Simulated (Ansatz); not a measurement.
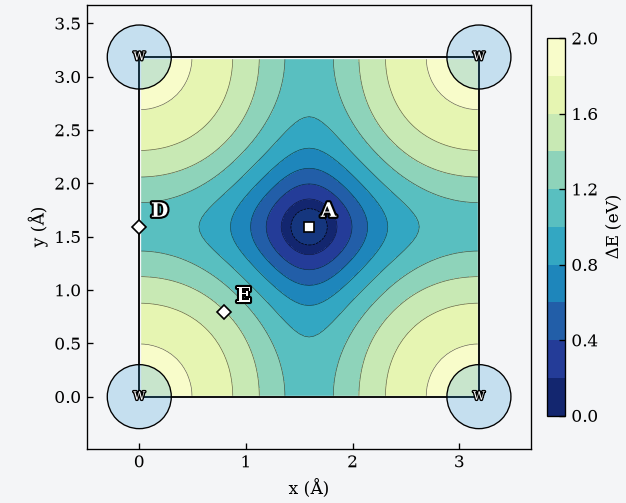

Se on a W(100) slab cut from the Im-3m phase, its upper half relaxed before the scan (16 atoms of substrate and one adsorbate in a 2 × 2 cell). 
- Se is moved over the surface cell; relaxed at each place: the height of the adsorbate's atoms; substrate rigid; the origin of the map has the adsorbate above W13.
- Places are given modulo a cell vector. The map is drawn in real space over the plane of the surface.
- The grid has 8 × 8 points; 15 points were computed and 49 follow by symmetry.
- Places are given in fractions of the 1 × 1 surface cell.
- Energies: eV, counted from the lowest grid point.
- Level of theory: DFT PBE, scalar-relativistic, plane waves, PAW in Ansatz 0.2.0. Settings: cutoff 420 eV, k-mesh 4×4×1, gaussian smearing 0.1 eV, no spin polarisation.

Drawn: filled contours, labelled circles for the atoms of the top layer and small ones for the second layer, the outline of one cell of the plane, lettered points. Between grid points the surface is interpolated.

Is D the lowest point of the computed grid?

No. D lies 1.11 eV above the lowest grid point, which is at a fourfold hollow over a second-layer W atom, (4/8, 4/8) of the cell vectors.

Rank the lettered points by energy, lowest first.

A (0.00 eV), D (1.11 eV), E (1.41 eV).

What kind of point is each of A, D, E: minimum, saddle, maximum or slope?

A: minimum; D: saddle point; E: on a slope. (In these two coordinates alone; a stationary point may lie a little off the grid point.)

PAW datasets: the set soft_1.
